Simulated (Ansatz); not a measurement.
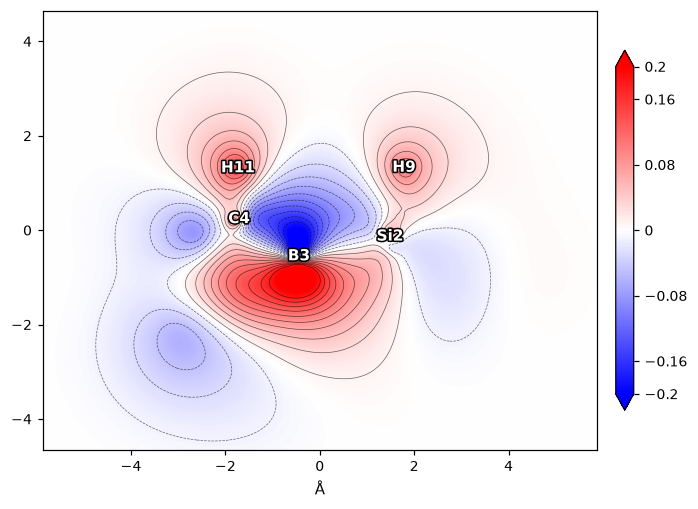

Figure. CH9BSi3 (SMILES [SiH3][SiH2]B1C[SiH2]1). The LUMO on the plane of atoms Si2, B3 and C4 (values in Å⁻³ᐟ²; the overall sign is arbitrary).

Geometry: PBE0-D4/def2-TZVP.

The calculation used RKS PBE0-D4/def2-TZVPP (Ansatz 0.2.0).

The calculation's input:

```
crystal:
  periodic: [false, false, false]
  atoms:
    - {symbol: Si, position_ang: [-2.105546, 1.465197, 1.086024]}
    - {symbol: Si, position_ang: [-0.619765, 1.061034, -0.683007]}
    - {symbol: B, position_ang: [0.473649, -0.502652, -0.163445]}
    - {symbol: C, position_ang: [0.756680, -1.847358, -0.737229]}
    - {symbol: Si, position_ang: [2.299353, -0.920609, 0.184480]}
    - {symbol: H, position_ang: [-1.354058, 1.720270, 2.344620]}
    - {symbol: H, position_ang: [-2.960615, 2.648862, 0.797829]}
    - {symbol: H, position_ang: [-2.989903, 0.287096, 1.298366]}
    - {symbol: H, position_ang: [-1.420731, 0.850694, -1.924775]}
    - {symbol: H, position_ang: [0.209985, 2.286324, -0.862978]}
    - {symbol: H, position_ang: [0.453048, -2.138702, -1.741111]}
    - {symbol: H, position_ang: [1.021006, -2.727596, -0.143058]}
    - {symbol: H, position_ang: [2.806766, -1.980472, 1.083948]}
    - {symbol: H, position_ang: [3.417231, -0.231188, -0.510864]}
basis:
  gaussian: {orbitals: def2-TZVPP}
hamiltonian: {xc: pbe0, dispersion: d4}
output: {orbitals: {seedname: orbitals}}
```

Launched as:

```sh
ansatz run in.yaml --threads 4 --pin off --events-out ev --progress --plain --max-ram 10444MiB
```

### Describe this orbital and give its energy.

By Hirshfeld shares it lies mainly on B3 (about 35 %), Si5 (about 20 %), Si2 (about 10 %), C4 (about 10 %) and Si1 (about 5 %). Its energy is −1.98 eV.
